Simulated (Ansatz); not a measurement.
Single-point calculation, with input and output: In7As6H20

- system: In7As6H20 (In7As6 zinc blende off sphere), multiplicity 2
- method: UKS PBE0-D4/def2-SVP (Ansatz 0.2.0)

The geometry comes from this level: PBE-D4/def2-SVP.

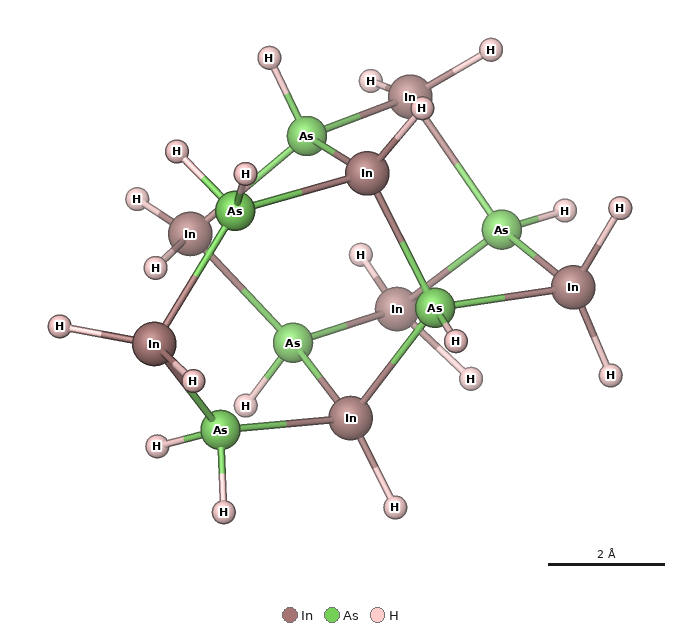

**Figure 1.** The structure as given in the input (ball-and-stick view, seen at a tilt). Sticks mark near contacts. Bond lengths as drawn: As–H 1.53 Å, As–In 2.65 to 2.81 Å and H–In 1.73 to 1.77 Å.

### Summary

| quantity | value |
| --- | --- |
| outcome | converged |
| total energy | −401506.4951 eV |
| mean-field energy | −401504.6173 eV |
| dispersion energy | −1.8778 eV |
| ⟨S²⟩ | 0.757 |
| SCF solution under orbital rotations | stable |
| HOMO (either spin) | −6.96 eV |
| LUMO (either spin) | −4.56 eV |
| hardware | 2 CPU threads, shared host |
| wall time | 6.5 s (CPU time 7.7 s) |
| peak memory | 1.2 GiB |

### Input
```yaml
crystal:
  periodic: [false, false, false]
  atoms:
    - {symbol: In, position_ang: [1.077998, -3.883742, 0.504578]}
    - {symbol: In, position_ang: [-3.085114, 3.081457, -2.321067]}
    - {symbol: In, position_ang: [0.579707, -0.562189, -2.730897]}
    - {symbol: In, position_ang: [-2.291453, -0.959775, 0.602176]}
    - {symbol: In, position_ang: [0.487128, -0.483188, 4.073285]}
    - {symbol: In, position_ang: [0.945696, 2.285094, 0.619998]}
    - {symbol: In, position_ang: [3.890962, -1.083318, 0.495389]}
    - {symbol: As, position_ang: [-3.467052, 0.560699, -1.330142]}
    - {symbol: As, position_ang: [-0.495464, -2.232792, -0.879207]}
    - {symbol: As, position_ang: [2.030124, -2.015800, 2.369285]}
    - {symbol: As, position_ang: [-0.567019, 3.460109, -1.319743]}
    - {symbol: As, position_ang: [2.239291, 0.508156, -0.867852]}
    - {symbol: As, position_ang: [-0.733050, 0.715828, 1.976734]}
    - {symbol: H, position_ang: [2.315976, -4.636406, -0.443233]}
    - {symbol: H, position_ang: [0.244334, -4.561712, 1.901275]}
    - {symbol: H, position_ang: [-4.102483, 4.089953, -1.337853]}
    - {symbol: H, position_ang: [-2.927690, 2.935141, -4.039246]}
    - {symbol: H, position_ang: [1.471124, -1.451968, -3.924430]}
    - {symbol: H, position_ang: [-0.650841, 0.660694, -2.993383]}
    - {symbol: H, position_ang: [-3.488924, -1.814469, 1.531305]}
    - {symbol: H, position_ang: [-0.579247, -1.633970, 4.819687]}
    - {symbol: H, position_ang: [1.617222, 0.613743, 4.806341]}
    - {symbol: H, position_ang: [1.790853, 3.482841, 1.557530]}
    - {symbol: H, position_ang: [4.611446, -2.332774, -0.463714]}
    - {symbol: H, position_ang: [4.611890, -0.248690, 1.874144]}
    - {symbol: H, position_ang: [-3.532506, -0.381154, -2.530289]}
    - {symbol: H, position_ang: [-4.960356, 0.484519, -1.001915]}
    - {symbol: H, position_ang: [-1.363719, -3.228523, -1.654140]}
    - {symbol: H, position_ang: [2.919090, -2.919642, 3.231213]}
    - {symbol: H, position_ang: [0.374805, 3.510991, -2.520776]}
    - {symbol: H, position_ang: [-0.481108, 4.955381, -1.001895]}
    - {symbol: H, position_ang: [3.233643, 1.390261, -1.628177]}
    - {symbol: H, position_ang: [-1.715263, 1.695215, 2.625029]}
basis:
  gaussian: {orbitals: def2-SVP, fitting: {mean_field: def2-universal-jkfit}, initial_orbitals: start.molden}
magnetization: {spin_polarized: true, initial_magnetization: 1}
hamiltonian: {xc: pbe0, dispersion: d4}
scf: {omitted_lower_state_checks: [starts]}
output: {orbitals: {seedname: orbitals}}
```

Command:
```bash
ansatz run in.yaml --threads 2 --pin off --events-out ev --progress --plain --max-ram 22528MiB --backend cuda --devices 0, --max-vram 18GiB
```

### What the program printed
```
Functional definition: PBE0
  name "PBE0"
  cite "Adamo & Barone, J. Chem. Phys. 110, 6158 (1999) doi:10.1063/1.478522"
  cite "Perdew, Burke & Ernzerhof, Phys. Rev. Lett. 77, 3865 (1996) doi:10.1103/PhysRevLett.77.3865"
  parent pbe
  parameter a = 0.25
  parameter kappa = 0.804
  parameter beta = 0.06672455060314922
  exchange = (1 - a)*pbe_x(kappa = kappa, mu = beta*pi^2/3) + a*exact_x
  correlation = pbe_c(beta = beta)
these checks for a lower state are left out or cut short: starts
3482 factors; integrals over basis functions are off by at most 3.6e-1 eV
mean field evaluation 1: about -401504.0644 eV, gradient 1.0e1 eV
mean field evaluation 2: about -401504.6014 eV, gradient 5.2e-1 eV
mean field evaluation 4: about -401504.6172 eV, gradient 1.7e-2 eV
mean field -401504.61723385 eV, -14755.0225337400 hartree, gradient 2.0e-5 eV, S^2 0.756745; 0 other end points of the search recorded, 0 dependent functions left out
reference -401504.61732121 eV, -14755.0225369501 hartree; 183, 182 occupied and 291, 292 virtual orbitals, 3482 factors
Total energy: -401506.49510176 eV, -14755.0915441126 hartree
Checks for a lower state left out: starts
```

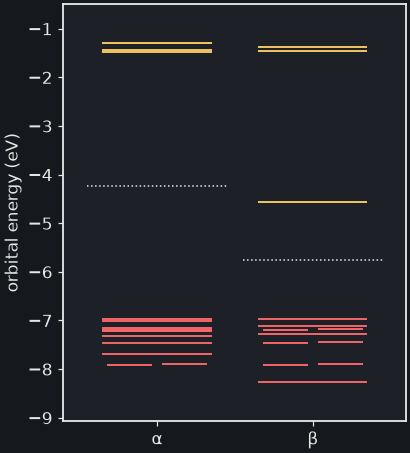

**Figure 2.** Orbital energies near the frontier for α and β spins; the dotted line parts filled from empty levels, and levels within 0.02 eV of each other stand side by side. α: highest filled −6.97 eV, lowest empty −1.48 eV, 5.49 eV apart; β: highest filled −6.96 eV, lowest empty −4.56 eV, 2.40 eV apart.
